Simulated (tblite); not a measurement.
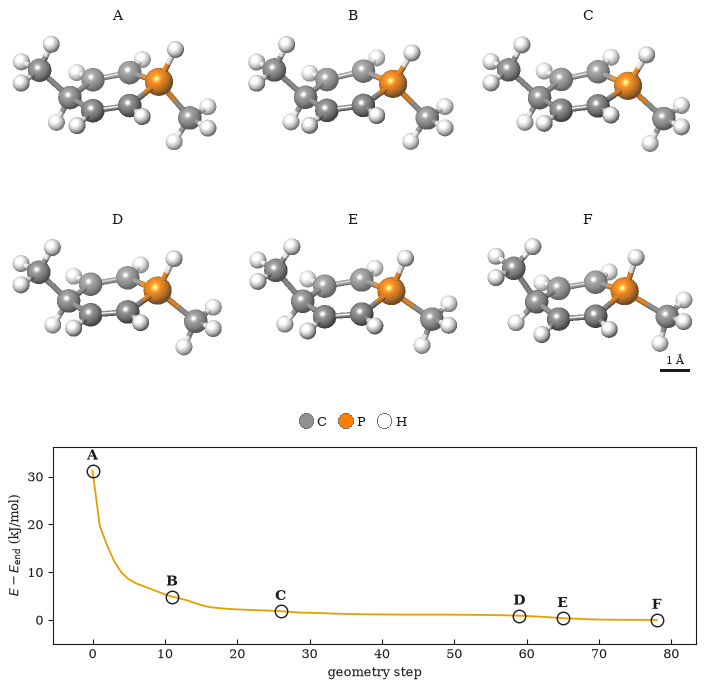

Frames of a relaxation of C7H12P (charge +1), marked on the history of the run. The picture is a ball-and-stick view, seen from a free direction.

These are results of GFN2-xTB geometry optimisation, gas phase (tblite 0.8.0), not measurements. 

Q: What happens along the run?

A: The energy falls by 31.3 kJ/mol in 78 geometry steps. The atom that moves furthest after the best rigid fit is an H atom (0.56 Å). Largest moves by element: H 0.56 Å, C 0.34 Å, P 0.26 Å. Near-neighbour distances that change, for instance: C–P 1.731 → 1.778 Å, C–C 1.530 → 1.491 Å, C–C 1.519 → 1.545 Å, C–P 1.752 → 1.778 Å. Bond angles that change, for instance: C–P–H 117.5° → 106.3°, C–P–C 103.5° → 112.8°, C–P–C 104.2° → 112.9°. From step 0 to 11: an H atom moves most (0.14 Å), energy −26.4 kJ/mol. From step 11 to 26: an H atom moves most (0.18 Å), energy −3.04 kJ/mol. From step 26 to 59: H atoms move most (0.15 Å), energy −0.95 kJ/mol. From step 59 to 65: an H atom moves most (0.17 Å), energy −0.51 kJ/mol. From step 65 to 78: an H atom moves most (0.21 Å), energy −0.37 kJ/mol.

```json
{"step": "0", "E − E(0), kJ/mol": "0.00"}
{"step": "1", "E − E(0), kJ/mol": "-11.56"}
{"step": "2", "E − E(0), kJ/mol": "-15.59"}
{"step": "3", "E − E(0), kJ/mol": "-18.99"}
{"step": "4", "E − E(0), kJ/mol": "-21.33"}
{"step": "5", "E − E(0), kJ/mol": "-22.72"}
{"step": "6", "E − E(0), kJ/mol": "-23.58"}
{"step": "7", "E − E(0), kJ/mol": "-24.16"}
{"step": "8", "E − E(0), kJ/mol": "-24.72"}
{"step": "9", "E − E(0), kJ/mol": "-25.32"}
{"step": "10", "E − E(0), kJ/mol": "-25.90"}
{"step": "14", "E − E(0), kJ/mol": "-27.62"}
{"step": "17", "E − E(0), kJ/mol": "-28.71"}
{"step": "21", "E − E(0), kJ/mol": "-29.11"}
{"step": "24", "E − E(0), kJ/mol": "-29.27"}
{"step": "28", "E − E(0), kJ/mol": "-29.64"}
{"step": "31", "E − E(0), kJ/mol": "-29.79"}
{"step": "35", "E − E(0), kJ/mol": "-29.99"}
{"step": "39", "E − E(0), kJ/mol": "-30.08"}
{"step": "42", "E − E(0), kJ/mol": "-30.12"}
{"step": "46", "E − E(0), kJ/mol": "-30.14"}
{"step": "49", "E − E(0), kJ/mol": "-30.15"}
{"step": "53", "E − E(0), kJ/mol": "-30.19"}
{"step": "57", "E − E(0), kJ/mol": "-30.28"}
{"step": "60", "E − E(0), kJ/mol": "-30.42"}
{"step": "64", "E − E(0), kJ/mol": "-30.78"}
{"step": "67", "E − E(0), kJ/mol": "-31.00"}
{"step": "71", "E − E(0), kJ/mol": "-31.19"}
{"step": "74", "E − E(0), kJ/mol": "-31.23"}
{"step": "78", "E − E(0), kJ/mol": "-31.25"}
```
